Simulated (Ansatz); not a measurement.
Method: PBE (plane waves to 420 eV, PAW; Ansatz, an electronic-structure program).

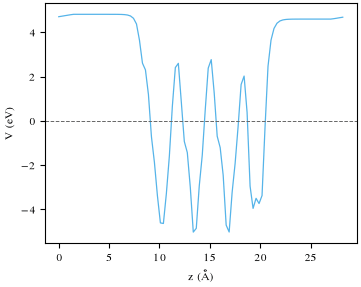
*Plane-averaged electrostatic potential energy along the normal, in eV from the highest filled level, for the (111)A surface of zinc-blende AlAs, Al-terminated, 2x2 Al vacancy (bottom of the slab: 3 H on 4 bottom sites)*

Set-up: 34 atoms, 12.3 Å thick at the start with caps and adatoms (thin: gaps and levels are the slab's own); mesh 3x3x1; 0.025 eV smearing; dipole correction on; 8 atoms held, the rest relaxed; held to the start's symmetry, so lower structures may exist; no spin, no spin-orbit, no U. It is one candidate, not shown to be the stable structure of the face.

The vacuum level lies 4.59 eV above the highest filled level over the top face and 4.81 eV above it under the bottom face.
